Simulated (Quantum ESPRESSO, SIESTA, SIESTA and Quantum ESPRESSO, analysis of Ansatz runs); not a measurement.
# V_Mg in MgS (F-43m): how far do the levels depend on the basis, the mesh and the program? (SIESTA and Quantum ESPRESSO)

We place the charge-transition levels of V_Mg in MgS (F-43m) with atom-centred orbitals, then repeat the energies at other levels of method to see what holds. Model: a cell of 54 host atoms with 1 Mg taken out.

Calculated with SIESTA and Quantum ESPRESSO; SIESTA numerical-orbital DFT, PBEsol, DZP basis, PseudoDojo 0.4.1 potentials converted to PSML; charged supercells in a uniform background, point-charge correction with alignment at far sites.

The structure was built from a prototype and need not be the compound's stable phase.

## 1. The structure

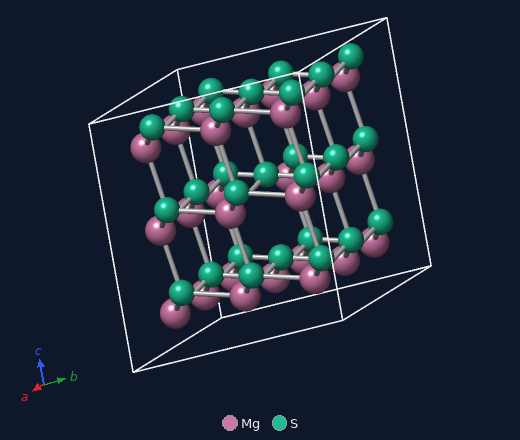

The cell as given, slightly off an axis (magnesium pink, sulfur teal).

The cell holds 53 atoms: 26 Mg and 27 S. Its edges and angles: a = 12.138 Å, b = 12.138 Å, c = 12.138 Å, α = 60.0°, β = 60.0°, γ = 60.0°. It derives from MgS (space group F-43m). Nearest the centre at fractional (0.333, 0.667, 0.667): S18 at 2.48 Å, S30 at 2.48 Å, S34 at 2.48 Å, S35 at 2.48 Å, Mg13 at 4.04 Å, Mg25 at 4.04 Å, Mg5 at 4.04 Å, Mg21 at 4.04 Å.

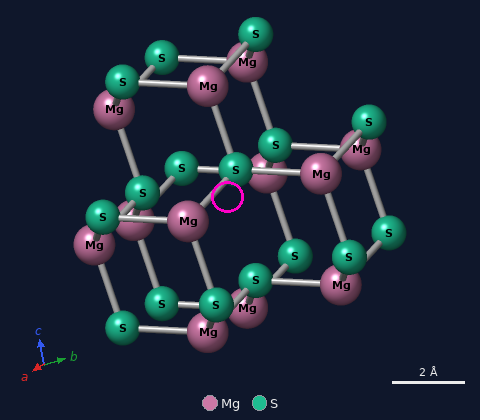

The atoms within 5 Å of the centre. A ring marks the centre wherever it is empty.

Structure file:

```
CELL_PARAMETERS angstrom
0.00584 8.58304 8.58304
8.58304 0.00584 8.58304
8.58304 8.58304 0.00584
ATOMIC_POSITIONS crystal
Mg 0.00001 0.00001 0.00001
S 0.08332 0.08332 0.08332
Mg 0.00001 0.00001 0.33334
S 0.08332 0.08332 0.41665
Mg 0.00001 0.00001 0.66668
S 0.08332 0.08332 0.74999
Mg 0.00001 0.33334 0.00001
S 0.08332 0.41665 0.08332
Mg 0.00001 0.33334 0.33334
S 0.08332 0.41665 0.41665
Mg 0.00001 0.33334 0.66668
S 0.08332 0.41665 0.74999
Mg 0.00001 0.66668 0.00001
S 0.08332 0.74999 0.08332
Mg 0.00001 0.66668 0.33334
S 0.08332 0.74999 0.41665
Mg 0.00001 0.66668 0.66668
S 0.08332 0.74999 0.74999
Mg 0.33334 0.00001 0.00001
S 0.41665 0.08332 0.08332
Mg 0.33334 0.00001 0.33334
S 0.41665 0.08332 0.41665
Mg 0.33334 0.00001 0.66668
S 0.41665 0.08332 0.74999
Mg 0.33334 0.33334 0.00001
S 0.41665 0.41665 0.08332
Mg 0.33334 0.33334 0.33334
S 0.41665 0.41665 0.41665
Mg 0.33334 0.33334 0.66668
S 0.41665 0.41665 0.74999
Mg 0.33334 0.66668 0.00001
S 0.41665 0.74999 0.08332
Mg 0.33334 0.66668 0.33334
S 0.41665 0.74999 0.41665
S 0.41665 0.74999 0.74999
Mg 0.66668 0.00001 0.00001
S 0.74999 0.08332 0.08332
Mg 0.66668 0.00001 0.33334
S 0.74999 0.08332 0.41665
Mg 0.66668 0.00001 0.66668
S 0.74999 0.08332 0.74999
Mg 0.66668 0.33334 0.00001
S 0.74999 0.41665 0.08332
Mg 0.66668 0.33334 0.33334
S 0.74999 0.41665 0.41665
Mg 0.66668 0.33334 0.66668
S 0.74999 0.41665 0.74999
Mg 0.66668 0.66668 0.00001
S 0.74999 0.74999 0.08332
Mg 0.66668 0.66668 0.33334
S 0.74999 0.74999 0.41665
Mg 0.66668 0.66668 0.66668
S 0.74999 0.74999 0.74999
```

The host's dielectric constants go in as inputs: 4.18 for the electrons alone, 6.72 with the ions, from a response run on this crystal (DFPT, PBEsol, Quantum ESPRESSO) at that run's own cell.

The cell's shortest repeat is 12.1 Å.

The primitive cell was relaxed at this level beforehand, to 46.79 Å³.

The defect-free supercell was relaxed beforehand, from displaced atoms: they ended at most 0.00 Å from the sites they started about, so the symmetric structure holds.

## 2. Band edges

Levels are counted from the valence top, which comes from the unit cell, dense mesh; the energy of the host comes from the defect-free supercell at the defects' own k-points, so that the host's part of the sampling error cancels.

host.fdf reads:

```
SystemName                      MgS
SystemLabel                     host
NumberOfSpecies                 2
NumberOfAtoms                   2
%block ChemicalSpeciesLabel
  1   12 Mg
  2   16 S
%endblock ChemicalSpeciesLabel
LatticeConstant                 1.0 Ang
%block LatticeVectors
     0.001947000     2.861012000     2.861012000
     2.861012000     0.001947000     2.861012000
     2.861012000     2.861012000     0.001947000
%endblock LatticeVectors
AtomicCoordinatesFormat         Fractional
%block AtomicCoordinatesAndAtomicSpecies
     0.000032495     0.000032495     0.000032495  1
     0.249959687     0.249959687     0.249959687  2
%endblock AtomicCoordinatesAndAtomicSpecies
%block kgrid.MonkhorstPack
   10   0   0  0.00
    0  10   0  0.00
    0   0  10  0.00
%endblock kgrid.MonkhorstPack
XC.Functional                   GGA
XC.Authors                      PBEsol
PAO.BasisSize                   DZP
PAO.EnergyShift                 0.005 Ry
Mesh.Cutoff                     300 Ry
OccupationFunction              FD
ElectronicTemperature           0.01 eV
MaxSCFIterations                150
SCF.MustConverge                true
SCF.Mixer.Method                Pulay
SCF.Mixer.Weight                0.2
SCF.Mixer.History               10
SCF.DM.Tolerance                1.0e-4
SCF.H.Tolerance                 1.0e-3 eV
WriteForces                     true
Charge.Mulliken                 end
```

The run is started by

```console
$ OMP_NUM_THREADS=1 siesta host.fdf > host.out
```

Log:

```text
Version         : 5.4.2

                           ***********************
                           *  WELCOME TO SIESTA  *
                           ***********************

[...]
reinit: Reading from file host.fdf

reinit: -----------------------------------------------------------------------
reinit: System Name: MgS
reinit: -----------------------------------------------------------------------
reinit: System Label: host
reinit: -----------------------------------------------------------------------

initatom: Reading input for the pseudopotentials and atomic orbitals ----------
Species number:   1 Atomic number:   12 Label: Mg
Species number:   2 Atomic number:   16 Label: S

[... pseudopotential checks and orbital generation ...]

prinput: Basis input

PAO.BasisType split

%block ChemicalSpeciesLabel
    1   12 Mg                      # Species index, atomic number, species label
    2   16 S                       # Species index, atomic number, species label
%endblock ChemicalSpeciesLabel

%block PAO.Basis                 # Define Basis set
# WARNING: This information might be incomplete!
[...]
(Free)E + p*V (eV/cell)    -1915.3318
Target enthalpy (eV/cell)    -1915.3407
[...]
siesta: Final energy (eV):
siesta:  Band Struct. =    -526.669100
siesta:       Kinetic =    1022.126863
siesta:       Hartree =     689.959562
siesta:         Exch. =    -276.587176
siesta:         Corr. =     -21.174550
siesta:   Exch.-corr. =    -297.761726
siesta:  Ion-electron =   -2569.359270
siesta:       Ion-ion =    -760.306137
siesta:         Total =   -1915.340707
siesta:         Fermi =      -3.230886
[...]
siesta: Stress tensor (static) (eV/Ang**3):
siesta:    -0.000190   -0.000254   -0.000254
siesta:    -0.000254   -0.000190   -0.000254
siesta:    -0.000254   -0.000254   -0.000190
[...]
siesta: Cell volume =         46.789185 Ang**3
[...]
siesta: Pressure (static):
siesta:                Solid            Molecule  Units
siesta:           0.00000207          0.00000229  Ry/Bohr**3
siesta:           0.00018994          0.00021007  eV/Ang**3
siesta:           0.30431632          0.33657092  kBar
[...]
mulliken: Qtot =       16.000

Mulliken Atomic Populations:
Atom #   charge [q] valence [e]  Species
     1     0.676985    9.323015  Mg
     2    -0.676985    6.676985  S
 Total     0.000000

Job completed
```

The job ended after 6.4 s (1 MPI rank of Arm Neoverse V2, shared host; peak memory 0.18 GiB).

The gap at this level is 3.19 eV.

Test of the sampling: at one point at (¼, ¼, ¼) the host's energy lies 25 meV an atom above its value on the primitive cell's dense mesh, a warning that formation energies at this sampling may be off by tenths of an eV.

(Continued in part 2 of 6.)

[Logs are printed without paths, hosts, clocks, repeated set-up lines and the standing remarks that a program may print on its own settings, such as how far it seeks lower states.]

[Hosts, paths, dates, database ids (printed as entryN), source tags and the programs' standing remarks are cut or masked in the printed files.]

[For some hosts the program warned that the k-mesh of the response run may be too coarse for force constants and the static dielectric constant; such warnings are not shown here.]

[Charge tables in the logs are Mulliken or Hirshfeld populations, whose sizes and signs can differ; where basis functions stand at a vacancy, SIESTA counts their charge against the missing atom's valence.]

[In relaxation paths of CP2K, step 0 can be the structure after the first move, since the trajectory file begins there, and the last row can be the final structure solved once more.]
